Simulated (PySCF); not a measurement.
# What a change does: excited-state calculation on C₂H₅BrOSi

System: C₂H₅BrOSi.
Method of run 1: TDDFT PBE0/6-31G*, vertical, gas phase, core orbitals frozen in the response (PySCF 2.14.0).

The geometry comes from this level: PBE0-D3(BJ)/def2-SVP. Text and figures count atoms from 1; the logs count them from 0 in places.

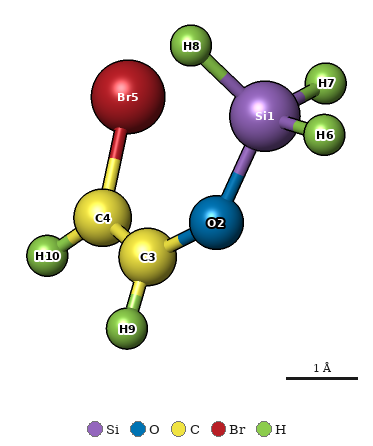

Figure 1. The input geometry (ball-and-stick view, seen at a tilt; atoms are numbered from 1 in the order of the input).

**The input, run 1**
```
{"job": {"kind": "uv", "xc": "PBE0", "basis": "6-31G*"}, "charge": 0, "multiplicity": 1}
Si     1.606899    -0.440469    -0.207444
O      0.013176    -0.986510    -0.110767
C     -1.183637    -0.467003     0.148680
C     -1.576563     0.811773     0.168279
Br    -0.456037     2.273001    -0.199074
H      2.391005    -1.705210    -0.244738
H      1.854295     0.332355    -1.454392
H      1.974090     0.346158     1.002502
H     -1.940808    -1.230474     0.365101
H     -2.608230     1.075589     0.397495
```

The first line tells a small driver script what to run in PySCF; the rest is the geometry in Å.

Launched with:
```bash
OMP_NUM_THREADS=1 python <driver script> task.json out
```

Hardware: 1 CPU thread, shared host.

**Output (run 1)**
```
coarse grid: 41648 points
cycle   1  E = -3017.0959897526  dE = -5.228e-01  |g| = 5.521e-01  |ddm| = 3.035e+00
cycle   2  E = -3017.0000951178  dE =  9.589e-02  |g| = 8.906e-01  |ddm| = 1.127e+00
cycle   3  E = -3017.1506769048  dE = -1.506e-01  |g| = 1.088e-01  |ddm| = 8.129e-01
cycle   4  E = -3017.1529582324  dE = -2.281e-03  |g| = 5.662e-02  |ddm| = 1.512e-01
cycle   5  E = -3017.1537641889  dE = -8.060e-04  |g| = 8.344e-03  |ddm| = 5.310e-02
cycle   6  E = -3017.1537827049  dE = -1.852e-05  |g| = 1.727e-03  |ddm| = 1.122e-02
cycle   7  E = -3017.1537833362  dE = -6.313e-07  |g| = 2.882e-04  |ddm| = 1.816e-03
final grid: 85488 points
cycle   8  E = -3017.1537839065  dE = -4.647e-09  |g| = 3.050e-04  |ddm| = 8.537e-04
cycle   9  E = -3017.1537838813  dE =  2.523e-08  |g| = 4.266e-04  |ddm| = 8.260e-04
cycle  10  E = -3017.1537839319  dE = -5.055e-08  |g| = 6.563e-05  |ddm| = 4.868e-04
cycle  11  E = -3017.1537839327  dE = -8.472e-10  |g| = 1.584e-05  |ddm| = 6.467e-05
converged SCF energy = -3017.1537839327

Static polarisability (au): isotropic 59.139, principal 38.719 62.321 76.377

Singlet excitations
state   eV       nm        f      main configurations
  1   5.4319    228.3   0.00048   H->L+1 0.48, H->L 0.34, H->L+2 0.17
  2   5.8226    212.9   0.00175   H->L 0.52, H->L+1 0.46
  3   6.5235    190.1   0.21290   H->L+2 0.76, H->L 0.12
  4   7.0813    175.1   0.00036   H-1->L+1 0.48, H-1->L 0.41
  5   7.2995    169.9   0.00257   H-1->L+2 0.82, H-1->L 0.16
  6   7.5352    164.5   0.05257   H-1->L+1 0.45, H-1->L 0.36, H-1->L+2 0.08
  7   7.9193    156.6   0.00405   H->L+3 0.78, H->L+5 0.15
  8   8.0140    154.7   0.00081   H-2->L+1 0.21, H-2->L 0.19, H->L+5 0.17
  9   8.0695    153.6   0.00274   H-2->L 0.23, H->L+5 0.20, H-2->L+2 0.18
 10   8.1649    151.9   0.00250   H->L+4 0.31, H->L+5 0.18, H-2->L+1 0.18

Triplet excitations (Tamm-Dancoff, eV): 4.1228 4.8432 5.6851 6.3100
```

The input of run 2 differs as follows (lines with − go, lines with + come):
```diff
-"basis": "6-31G*"
+"basis": "def2-SVP"
```

What does this change do to the results?

The total energy of run 2 is 115.1 kcal/mol higher, which measures the change of basis and not a stability. The HOMO goes from −6.57 to −6.68 eV. The LUMO goes from 0.41 to 0.28 eV. The dipole moment goes from 0.83 to 0.65 D. The lowest excitation goes from 5.43 to 5.63 eV. The strongest computed line goes from 6.52 to 6.36 eV. The number of SCF iterations is the same. The basis functions go from 102 to 117.

**Output (run 2)**
```
coarse grid: 41648 points
cycle   1  E = -3016.9144427697  dE = -5.734e-01  |g| = 5.466e-01  |ddm| = 3.247e+00
cycle   2  E = -3016.8182602012  dE =  9.618e-02  |g| = 8.867e-01  |ddm| = 1.232e+00
cycle   3  E = -3016.9672407515  dE = -1.490e-01  |g| = 1.086e-01  |ddm| = 8.951e-01
cycle   4  E = -3016.9694975523  dE = -2.257e-03  |g| = 5.637e-02  |ddm| = 1.571e-01
cycle   5  E = -3016.9703011836  dE = -8.036e-04  |g| = 8.356e-03  |ddm| = 5.585e-02
cycle   6  E = -3016.9703196555  dE = -1.847e-05  |g| = 1.520e-03  |ddm| = 1.123e-02
cycle   7  E = -3016.9703202407  dE = -5.852e-07  |g| = 2.205e-04  |ddm| = 2.038e-03
final grid: 85488 points
cycle   8  E = -3016.9703262339  dE = -1.274e-08  |g| = 2.063e-04  |ddm| = 8.360e-04
cycle   9  E = -3016.9703262216  dE =  1.232e-08  |g| = 2.951e-04  |ddm| = 5.325e-04
cycle  10  E = -3016.9703262425  dE = -2.093e-08  |g| = 5.994e-05  |ddm| = 3.398e-04
cycle  11  E = -3016.9703262433  dE = -7.440e-10  |g| = 8.522e-06  |ddm| = 5.286e-05
converged SCF energy = -3016.9703262433

Static polarisability (au): isotropic 61.999, principal 42.714 64.696 78.585

Singlet excitations
state   eV       nm        f      main configurations
  1   5.6305    220.2   0.00174   H->L+1 0.72, H->L+2 0.23
  2   6.1112    202.9   0.00354   H->L+2 0.75, H->L+1 0.19
  3   6.3640    194.8   0.18603   H->L 0.85
  4   7.0702    175.4   0.00132   H-1->L 0.97
  5   7.2307    171.5   0.00010   H-1->L+1 0.77, H-1->L+2 0.19
  6   7.4848    165.6   0.00011   H->L+4 0.52, H->L+3 0.44
  7   7.6863    161.3   0.00633   H->L+3 0.54, H->L+4 0.44
  8   7.7400    160.2   0.07227   H-1->L+2 0.69, H-1->L+1 0.18
  9   7.9305    156.3   0.00447   H-2->L 0.64, H-3->L 0.24
 10   8.2048    151.1   0.00099   H-2->L+1 0.35, H-3->L+1 0.24, H-2->L+2 0.14

Triplet excitations (Tamm-Dancoff, eV): 4.0830 5.0211 5.9600 6.3995
```

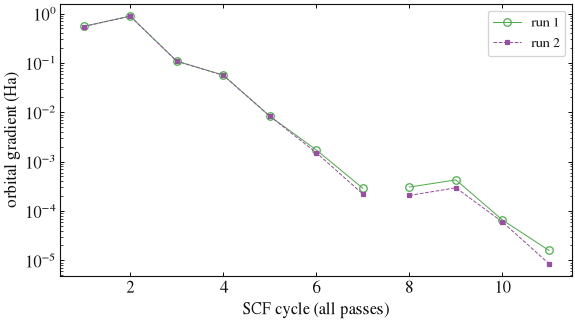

Figure 2. Convergence of the two runs: orbital gradient against the SCF cycle. A break in a curve parts two SCF passes (coarse and final grid). Run 1 takes 11 cycles in all, and run 2 takes 11.

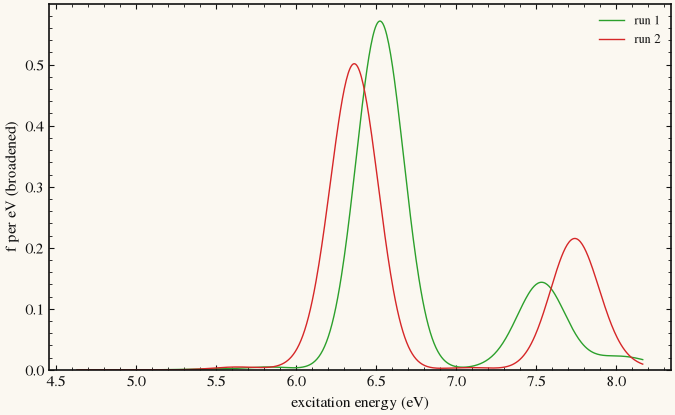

Figure 3. Absorption of the two runs from their computed states, each broadened by a Gaussian of 0.35 eV full width; the range ends where the shorter list of states ends.

**The two runs side by side**

| quantity | run 1 | run 2 |
| --- | --- | --- |
| outcome | converged | converged |
| total energy (hartree) | −3017.153784 | −3016.970326 |
| HOMO (eV) | −6.57 | −6.68 |
| LUMO (eV) | 0.41 | 0.28 |
| dipole moment (D) | 0.83 | 0.65 |
| lowest excitation (eV) | 5.43 | 5.63 |
| SCF iterations | 11 | 11 |
| strongest computed line (eV) | 6.52 | 6.36 |
| basis functions | 102 | 117 |
| wall time (shared host) | 14 s | 15 s |

For both runs: Spin–orbit coupling is left out, which matters for the heavy atoms.
